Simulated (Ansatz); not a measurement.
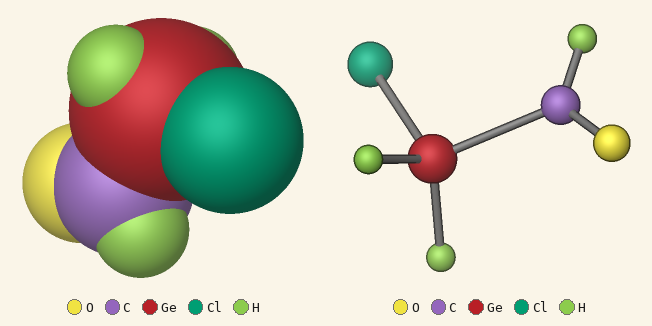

Two views of one molecule.

The geometry was computed by an optimisation with PBE0-D4/def2-TZVP.

> Which formula does it have?

CH₃ClGeO, 7 atoms: 1 carbon, 3 hydrogen, 1 chlorine, 1 germanium and 1 oxygen.

> Give the symmetry (Schoenflies symbol).

Cs.

> What is its SMILES?

O=[CH][GeH2][Cl]

More results for the same structure follow; atom numbers are the same in all pictures, views and colours differ.

**Geometry**

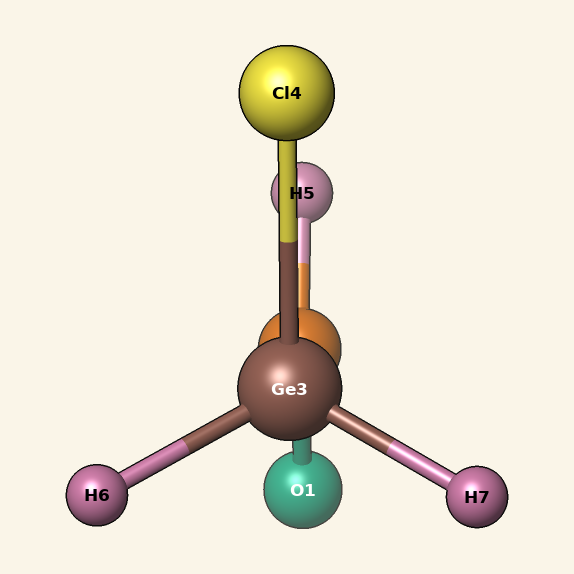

C2 lies behind Ge3. The molecule seen nearly along the Ge3–C2 bond, Ge3 in front. Depth is shown by fading: the farther an atom, the more it takes the colour of the background.

> What is the torsion angle Cl4–Ge3–C2–O1? The sign is positive where the front bond must turn clockwise to cover the back bond.

180°, antiperiplanar (anti).

**Electronic properties**

Properties computed with RKS r2SCANh-D4/def2-TZVPP (Ansatz 0.2.0).

> Give the LUMO energy (Kohn–Sham orbital) at this level.

−2.49 eV.

> Estimate the HOMO energy (Kohn–Sham orbital).

−6.86 eV.

> Give the dispersion correction at this level.

−3.6 kJ/mol.

**Charges**

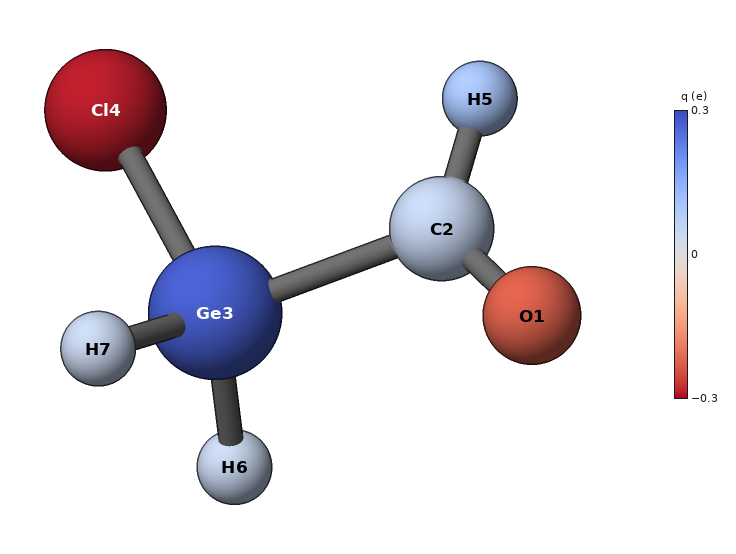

Atoms are coloured by their Mulliken charges. Method: RKS ωB97M-V/def2-TZVPP (Ansatz 0.2.0).

List the Mulliken charges.

```csv
atom,value (e)
O1,−0.22
C2,0.05
Ge3,0.27
Cl4,−0.28
H5,0.10
H6,0.04
H7,0.04
```

**Dipole moment**

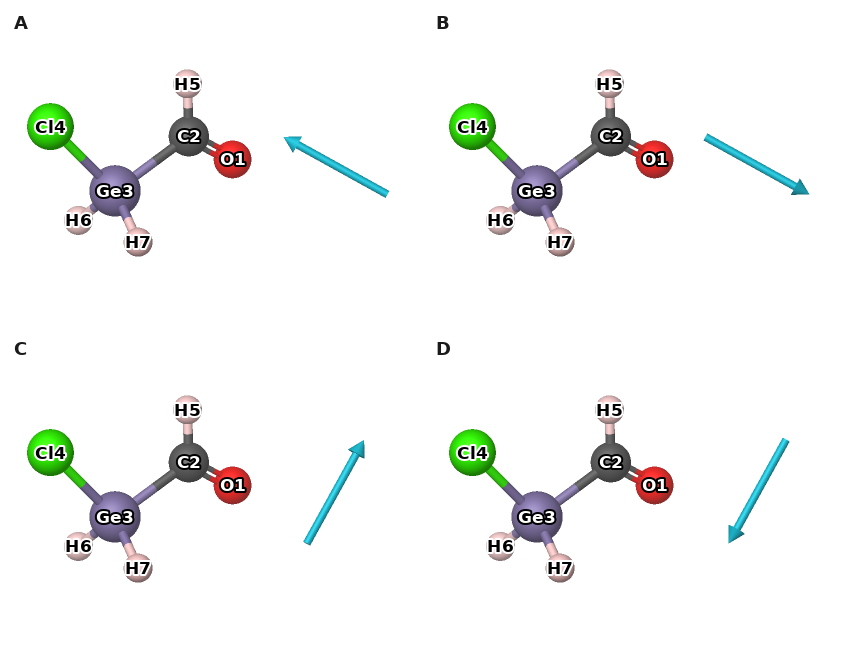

The same molecule four times, each with an arrow. Properties computed with RKS r2SCAN-D4/def2-TZVPP (Ansatz 0.2.0).

> Which arrow points along the dipole moment, from the negative to the positive end?

D. The dipole moment is 0.41 D; it points from the side of H5 to the side of H6, H7 (the outermost atoms at the two ends).

Mulliken values depend strongly on the basis set and can even reverse the polarity of a bond.
